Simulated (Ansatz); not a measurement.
**BNHS (quartet): from Hartree-Fock to the top rungs, cc-pVDZ**

Aim: climb from Hartree-Fock through coupled cluster for BNHS (quartet) at one geometry and basis, and see what each rung misses.

Program: Ansatz 0.2.0, Gaussian basis. Level of theory: cc-pVDZ, core rule «outside noble gas», up to 7 orbitals frozen. These are calculated values, not measurements.

The runs, in order: UHF; CCSD(T) on ROHF; CCSD(T) on UHF; BCCD(T) on ROHF; CISD as a restricted active space (open shells left free, so some higher excitations enter); CCSDT(Q) on ROHF; CCSDT(Q) on UHF.

32 further runs of the same task are left out: 6 for a known fault of the program, 14 that didn't finish, 12 set aside as unsound or not needed. Runs told in other sessions of the task aren't counted.

### 1 The system

The geometry is a PBE0/def2-TZVP stationary point (not a proven minimum).

4 atoms, charge 0, spin multiplicity 4.

Atoms are counted from 1 here; the program's logs count them from 0.

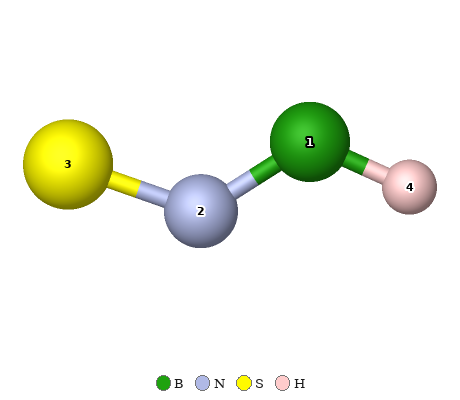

The structure; boron green, nitrogen light blue, sulfur yellow, hydrogen pink; atoms are numbered from 1 in the order of the file.

In the tables R marks a restricted open-shell determinant and U an unrestricted one; energies count from the table's Hartree-Fock row.

### 2 UHF

in.yaml

```yaml
crystal:
  periodic: [false, false, false]
  atoms:
    - {symbol: B, position_ang: [0.000000, -0.350038, 1.730287]}
    - {symbol: N, position_ang: [0.000000, 0.423569, 0.546386]}
    - {symbol: S, position_ang: [0.000000, -0.071192, -0.910810]}
    - {symbol: H, position_ang: [0.000000, 0.133189, 2.823497]}
basis:
  gaussian: {orbitals: cc-pVDZ}
magnetization: {spin_polarized: true, initial_magnetization: 3}
hamiltonian: {xc: hf}
output: {orbitals: {seedname: orbitals}}
```

The run is started by

```bash
$ ansatz run in.yaml --threads 1 --pin off --events-out ev --progress --plain --max-ram 2393MiB
```

The program printed:

```text
Functional definition: HF
  name "HF"
  cite "Fock, Z. Phys. 61, 126 (1930) doi:10.1007/BF01340294"
  parent pbe
  exchange = exact_x
  correlation = 0
505 factors; integrals over basis functions are off by at most 9.9e-4 eV
mean field evaluation 1: about -12981.9231 eV, gradient 1.6e1 eV
mean field evaluation 2: about -12982.0375 eV, gradient 1.6e1 eV
mean field evaluation 4: about -12983.8514 eV, gradient 3.2e0 eV
mean field evaluation 8: about -12983.9690 eV, gradient 2.0e-1 eV
mean field evaluation 16: about -12982.5487 eV, gradient 6.6e0 eV
mean field evaluation 32: about -12972.2785 eV, gradient 1.6e1 eV
mean field evaluation 64: about -12979.9188 eV, gradient 8.9e0 eV
mean field -12983.97043997 eV, -477.1521128177 hartree, gradient 2.7e-5 eV, S^2 3.783801; 1 other end points of the search recorded, 0 dependent functions left out
reference -12983.97043997 eV, -477.1521128177 hartree; 16, 13 occupied and 35, 38 virtual orbitals, 505 factors
Total energy: -12983.97043997 eV, -477.1521128177 hartree
```

Wall time 0.81 s (1 thread of AMD EPYC 7B13, shared host).

From the report: ⟨S²⟩ of the determinant 3.784 (pure quartet: 3.75).

### 3 CCSD(T) on ROHF

in.yaml: that of step 2 with these lines changed.

```diff
@@ -9,4 +9,3 @@
   gaussian: {orbitals: cc-pVDZ}
-magnetization: {spin_polarized: true, initial_magnetization: 3}
-hamiltonian: {xc: hf}
-output: {orbitals: {seedname: orbitals}}
+magnetization: {spin_polarized: false, initial_magnetization: 3}
+correlation: {method: ccsd_t, electrons: outside_noble_gas}
```

Launched as before.

The program printed, cut to the lines that bear on the results:

```text
Functional definition: HF
  name "HF"
  cite "Fock, Z. Phys. 61, 126 (1930) doi:10.1007/BF01340294"
  parent pbe
[...]
505 factors; integrals over basis functions are off by at most 9.9e-4 eV
[...]
mean field -12983.63651586 eV, -477.1398413328 hartree, gradient 3.4e-6 eV, S^2 3.750000; 6 other end points of the search recorded, 0 dependent functions left out
[...]
determinant -12983.63651586 eV, -477.1398413328 hartree, with singles and doubles -12993.57188091 eV, -477.5049592643 hartree
determinant -12981.00267282 eV, -477.0430493866 hartree, with singles and doubles -12991.14686417 eV, -477.4158415426 hartree
determinant -12980.49909237 eV, -477.0245431462 hartree, with singles and doubles -12989.41816215 eV, -477.3523129153 hartree
7 core orbitals not correlated: weight in the atoms' cores, before any rotation towards them, 1.000 or more for the frozen orbitals, at most 0.000 for the correlated occupied ones
reference -12983.63651586 eV, -477.1398413328 hartree; 9, 6 occupied and 35, 38 virtual orbitals, 505 factors
second order -9.21527350 eV of doubles, -0.19232156 eV of singles
cycle   1  -9.93452749 eV  change    8.4e-4 eV  update   1.4e-3
[...]
cycle   6  -9.93496565 eV  change   -6.9e-6 eV  update   1.9e-5
perturbative correction -0.38017582 eV, -0.0139712037 hartree
Total energy: -12993.95165733 eV, -477.5189157902 hartree
```

It took 4.8 s on 1 thread of AMD EPYC 7B13, shared host.

From the report: correlation -10.3151 eV; T1 0.024; largest double amplitude 0.06.

### 4 CCSD(T) on UHF

in.yaml: that of step 3 with these lines changed.

```diff
@@ -9,3 +9,3 @@
   gaussian: {orbitals: cc-pVDZ}
-magnetization: {spin_polarized: false, initial_magnetization: 3}
+magnetization: {spin_polarized: true, initial_magnetization: 3}
 correlation: {method: ccsd_t, electrons: outside_noble_gas}
```

The command is unchanged.

The program printed, cut to the lines that bear on the results:

```text
Functional definition: HF
  name "HF"
  cite "Fock, Z. Phys. 61, 126 (1930) doi:10.1007/BF01340294"
  parent pbe
[...]
505 factors; integrals over basis functions are off by at most 9.9e-4 eV
[...]
mean field -12983.97043997 eV, -477.1521128177 hartree, gradient 2.9e-6 eV, S^2 3.783801; 7 other end points of the search recorded, 0 dependent functions left out
determinant -12983.97043997 eV, -477.1521128177 hartree, with singles and doubles -12993.58893544 eV, -477.5055860064 hartree
determinant -12981.47331387 eV, -477.0603451260 hartree, with singles and doubles -12991.16575627 eV, -477.4165358147 hartree
determinant -12980.74159464 eV, -477.0334549403 hartree, with singles and doubles -12989.42362872 eV, -477.3525138079 hartree
determinant -12980.70971910 eV, -477.0322835358 hartree, with singles and doubles -12989.58986079 eV, -477.3586227238 hartree
7 core orbitals not correlated: weight in the atoms' cores, before any rotation towards them, 1.000 or more for the frozen orbitals, at most 0.000 for the correlated occupied ones
reference -12983.97043997 eV, -477.1521128177 hartree; 9, 6 occupied and 35, 38 virtual orbitals, 505 factors
second order -8.87993427 eV of doubles, -0.00000000 eV of singles
cycle   1  -9.61825494 eV  change    2.4e-4 eV  update   1.2e-3
[...]
cycle   8  -9.61860744 eV  change    2.0e-6 eV  update   2.8e-6
perturbative correction -0.35938021 eV, -0.0132069793 hartree
Total energy: -12993.94842763 eV, -477.5187971007 hartree
```

Wall time 4.2 s (1 thread of AMD EPYC 7B13, shared host).

From the report: ⟨S²⟩ of the determinant 3.784 (pure quartet: 3.75); correlation -9.9780 eV; T1 0.022; largest double amplitude 0.06.

### 5 BCCD(T) on ROHF

in.yaml: that of step 4 with these lines changed.

```diff
@@ -9,3 +9,3 @@
   gaussian: {orbitals: cc-pVDZ}
-magnetization: {spin_polarized: true, initial_magnetization: 3}
-correlation: {method: ccsd_t, electrons: outside_noble_gas}
+magnetization: {spin_polarized: false, initial_magnetization: 3}
+correlation: {method: bccd_t, electrons: outside_noble_gas}
```

Launched as before.

The program printed, cut to the lines that bear on the results:

```text
Functional definition: HF
  name "HF"
  cite "Fock, Z. Phys. 61, 126 (1930) doi:10.1007/BF01340294"
  parent pbe
[...]
505 factors; integrals over basis functions are off by at most 9.9e-4 eV
[...]
mean field -12983.63651586 eV, -477.1398413328 hartree, gradient 3.4e-6 eV, S^2 3.750000; 6 other end points of the search recorded, 0 dependent functions left out
[...]
determinant -12983.63651586 eV, -477.1398413328 hartree, with singles and doubles -12993.57188091 eV, -477.5049592643 hartree
determinant -12981.00267282 eV, -477.0430493866 hartree, with singles and doubles -12991.14686417 eV, -477.4158415426 hartree
determinant -12980.49909237 eV, -477.0245431462 hartree, with singles and doubles -12989.41816215 eV, -477.3523129153 hartree
7 core orbitals not correlated: weight in the atoms' cores, before any rotation towards them, 1.000 or more for the frozen orbitals, at most 0.000 for the correlated occupied ones
reference -12983.63651586 eV, -477.1398413328 hartree; 9, 6 occupied and 35, 38 virtual orbitals, 505 factors
second order -9.21527350 eV of doubles, -0.19232156 eV of singles
cycle   1  -9.92320945 eV  change    1.2e-2 eV  update   1.2e-2
[...]
cycle  10  -9.92679036 eV  change   -1.0e-6 eV  update   6.9e-6
perturbative correction -0.38865426 eV, -0.0142827805 hartree
Total energy: -12993.95196047 eV, -477.5189269304 hartree
```

It took 4.2 s on 1 thread of AMD EPYC 7B13, shared host.

From the report: correlation -10.3154 eV; largest double amplitude 0.06.

### 6 CISD as a restricted active space (open shells left free, so some higher excitations enter)

in.yaml: that of step 5 with these lines changed.

```diff
@@ -10,2 +10,2 @@
 magnetization: {spin_polarized: false, initial_magnetization: 3}
-correlation: {method: bccd_t, electrons: outside_noble_gas}
+correlation: {active_space: {ras: {orbitals: [6, 3, 35], electrons: 15, max_holes: 2, max_particles: 2}, fixed_orbitals: true}}
```

The command is unchanged.

The program printed:

```text
Functional definition: HF
  name "HF"
  cite "Fock, Z. Phys. 61, 126 (1930) doi:10.1007/BF01340294"
  parent pbe
  exchange = exact_x
  correlation = 0
505 factors; integrals over basis functions are off by at most 9.9e-4 eV
mean field evaluation 1: about -12981.7762 eV, gradient 2.0e1 eV
mean field evaluation 2: about -12981.8875 eV, gradient 2.0e1 eV
mean field evaluation 4: about -12983.5395 eV, gradient 4.8e0 eV
mean field evaluation 8: about -12983.6343 eV, gradient 2.7e-1 eV
mean field evaluation 16: about -12982.1859 eV, gradient 8.0e0 eV
mean field evaluation 32: about -12983.6314 eV, gradient 5.8e-1 eV
mean field -12983.63651586 eV, -477.1398413328 hartree, gradient 3.4e-6 eV, S^2 3.750000; 4 other end points of the search recorded, 0 dependent functions left out
reference -12983.63651586 eV, -477.1398413328 hartree; 16, 13 occupied and 35, 38 virtual orbitals, 505 factors
state -12992.61653925 eV, -477.4698511057 hartree
Total energy: -12992.61653925 eV, -477.4698511057 hartree
```

Run time: 28 s. Hardware: 1 thread of AMD EPYC 7B13, shared host.

From the report: 293,138 determinants.

### 7 CCSDT(Q) on ROHF

in.yaml: that of step 6 with these lines changed.

```diff
@@ -10,2 +10,2 @@
 magnetization: {spin_polarized: false, initial_magnetization: 3}
-correlation: {active_space: {ras: {orbitals: [6, 3, 35], electrons: 15, max_holes: 2, max_particles: 2}, fixed_orbitals: true}}
+correlation: {method: ccsdt_q, electrons: outside_noble_gas}
```

Launched as before.

The program printed, cut to the lines that bear on the results:

```text
Functional definition: HF
  name "HF"
  cite "Fock, Z. Phys. 61, 126 (1930) doi:10.1007/BF01340294"
  parent pbe
[...]
982 factors; integrals over basis functions are off by at most 1.9e-7 eV
[...]
mean field -12983.63661953 eV, -477.1398451427 hartree, gradient 3.3e-6 eV, S^2 3.750000; 6 other end points of the search recorded, 0 dependent functions left out
[...]
determinant -12983.63661953 eV, -477.1398451427 hartree, with singles and doubles -12993.57197832 eV, -477.5049628440 hartree
determinant -12981.00279594 eV, -477.0430539109 hartree, with singles and doubles -12991.14697879 eV, -477.4158457547 hartree
determinant -12980.49918511 eV, -477.0245465545 hartree, with singles and doubles -12989.41826651 eV, -477.3523167502 hartree
7 core orbitals not correlated: weight in the atoms' cores, before any rotation towards them, 1.000 or more for the frozen orbitals, at most 0.000 for the correlated occupied ones
reference -12983.63661953 eV, -477.1398451427 hartree; 9, 6 occupied and 35, 38 virtual orbitals, 982 factors
second order -9.21527916 eV of doubles, -0.19232189 eV of singles
cycle   1  -9.51930747 eV  change   -1.1e-1 eV  update   1.1e-1
[...]
cycle  17  -10.33381336 eV  change    5.8e-7 eV  update   8.6e-7
perturbative correction -0.03944491 eV, -0.0014495736 hartree
Total energy: -12994.00987779 eV, -477.5210553527 hartree
```

It took 66 s on 1 thread of AMD EPYC 7B13, shared host; peak memory 1 GiB.

From the report: correlation -10.3733 eV; T1 0.025; largest double amplitude 0.08.

### 8 CCSDT(Q) on UHF

in.yaml: that of step 7 with these lines changed.

```diff
@@ -9,3 +9,3 @@
   gaussian: {orbitals: cc-pVDZ}
-magnetization: {spin_polarized: false, initial_magnetization: 3}
+magnetization: {spin_polarized: true, initial_magnetization: 3}
 correlation: {method: ccsdt_q, electrons: outside_noble_gas}
```

The command is unchanged.

The program printed, cut to the lines that bear on the results:

```text
Functional definition: HF
  name "HF"
  cite "Fock, Z. Phys. 61, 126 (1930) doi:10.1007/BF01340294"
  parent pbe
[...]
982 factors; integrals over basis functions are off by at most 1.9e-7 eV
[...]
mean field -12983.97054484 eV, -477.1521166716 hartree, gradient 2.7e-6 eV, S^2 3.783801; 7 other end points of the search recorded, 0 dependent functions left out
determinant -12983.97054484 eV, -477.1521166716 hartree, with singles and doubles -12993.58903313 eV, -477.5055895967 hartree
determinant -12981.47343613 eV, -477.0603496192 hartree, with singles and doubles -12991.16587144 eV, -477.4165400468 hartree
determinant -12980.74168820 eV, -477.0334583787 hartree, with singles and doubles -12989.42373338 eV, -477.3525176540 hartree
determinant -12980.70981428 eV, -477.0322870338 hartree, with singles and doubles -12989.58996673 eV, -477.3586266170 hartree
7 core orbitals not correlated: weight in the atoms' cores, before any rotation towards them, 1.000 or more for the frozen orbitals, at most 0.000 for the correlated occupied ones
reference -12983.97054484 eV, -477.1521166716 hartree; 9, 6 occupied and 35, 38 virtual orbitals, 982 factors
second order -8.87993865 eV of doubles, -0.00000000 eV of singles
cycle   1  -9.19169962 eV  change   -3.1e-1 eV  update   1.0e-1
[...]
cycle  17  -10.00258862 eV  change    2.7e-7 eV  update   9.1e-7
perturbative correction -0.03857284 eV, -0.0014175258 hartree
Total energy: -12994.01170630 eV, -477.5211225492 hartree
```

Run time: 55 s. Hardware: 1 thread of AMD EPYC 7B13, shared host; peak memory 0.75 GiB.

From the report: ⟨S²⟩ of the determinant 3.784 (pure quartet: 3.75); correlation -10.0412 eV; T1 0.023; largest double amplitude 0.08.

### 9 All levels against the top one

The yardstick is UCCSDT(Q), where the cluster series has nearly closed. Rows without a time are mean-field rows or come out of runs for another level: lower rungs of the coupled-cluster runs, or the Hartree-Fock search.

Differences are taken before rounding.

```tsv
method	energy from the lowest ROHF (kcal/mol)	from UCCSDT(Q) (kcal/mol)	time
ROHF	0.00	+239.26	
UHF	-7.70	+231.56	
RMP2	-216.94	+22.31	
UMP2	-212.48	+26.78	
CISD	-207.08	+32.17	28 s
RCCSD	-229.11	+10.15	
UCCSD	-229.51	+9.75	
RCCSD(T)	-237.87	+1.38	4.8 s
UCCSD(T)	-237.80	+1.46	4.2 s
BCCD(T)	-237.88	+1.38	4.2 s
RCCSDT	-238.31	+0.95	
UCCSDT	-238.37	+0.89	
RCCSDT(Q)	-239.22	+0.04	66 s
UCCSDT(Q)	-239.26	0	55 s
```

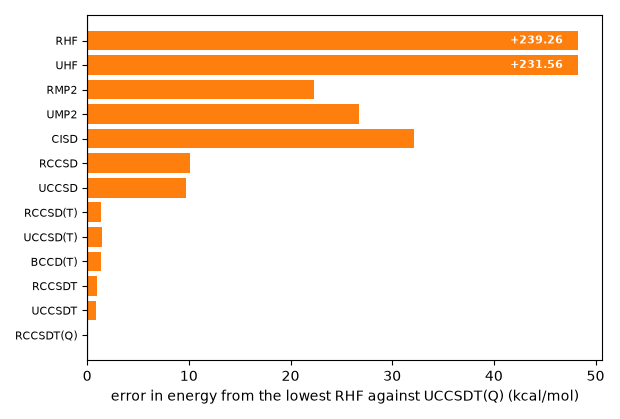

How far each level lands from UCCSDT(Q). Bars with a number in them are cut short.

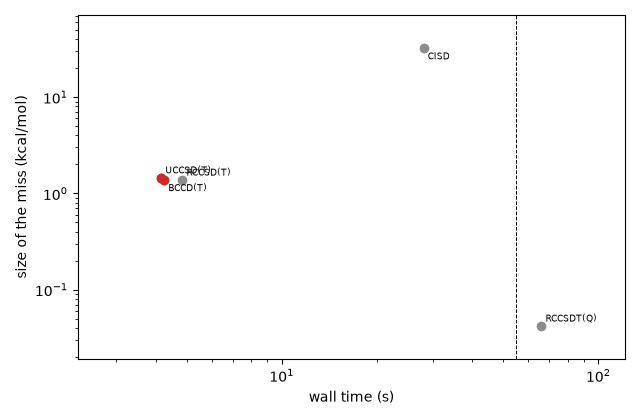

Miss against cost. Red marks the levels that no quicker level drawn beats (of those quicker than the yardstick), and the dashed line is the time of UCCSDT(Q). Times are from a shared host.

With the free atoms at the same levels and basis (separate runs), the atomisation energy is 9.592 eV at UCCSDT(Q), 9.559 eV at RCCSD(T), 9.553 eV at UCCSD(T), 6.333 eV at ROHF.

### 10 Results

```
                         quantity                      value
    UCCSDT(Q) from the ROHF energy                -10.3752 eV
              RMP2 from UCCSDT(Q)            +22.31 kcal/mol
              UMP2 from UCCSDT(Q)            +26.78 kcal/mol
             RCCSD from UCCSDT(Q)            +10.15 kcal/mol
          RCCSD(T) from UCCSDT(Q)             +1.38 kcal/mol
          UCCSD(T) from UCCSDT(Q)             +1.46 kcal/mol
         RCCSDT(Q) from UCCSDT(Q)             +0.04 kcal/mol
levels within 1 kcal/mol (43 meV)  RCCSDT, UCCSDT, RCCSDT(Q)
                    T1 diagnostic                      0.024
```

What this shows: RCCSD(T) misses by +1.38 kcal/mol, 0.6 % of the correlation energy. These misses are within one basis, not against nature; the frozen cores of restricted and unrestricted runs differ, which can shift their rows.

With open shells the CI space here admits some higher excitations, so it is larger than plain CISD.

BCCD(T) reaches 1.38 kcal/mol from the reference in 4.2 s, where UCCSDT(Q) took 55 s; the quickest level in the cost chart, UCCSD(T), takes 4.2 s and misses by 1.46 kcal/mol.
